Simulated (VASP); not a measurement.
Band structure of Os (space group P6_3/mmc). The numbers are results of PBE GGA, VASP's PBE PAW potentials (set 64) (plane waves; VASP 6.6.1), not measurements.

Unless said otherwise, spin-orbit coupling is left out, though it shifts the bands of the heavy elements here.

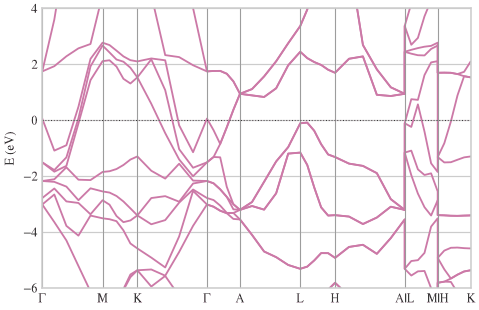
Figure: Bands along high-symmetry lines, zero at the valence-band maximum or, without a gap, the Fermi level

Read the plot: is there a gap, and where are the band edges?

It has no gap at this level: it comes out as a metal or semimetal.

The structure is a typed Os crystal (P6_3/mmc). The cell was not relaxed at this level.
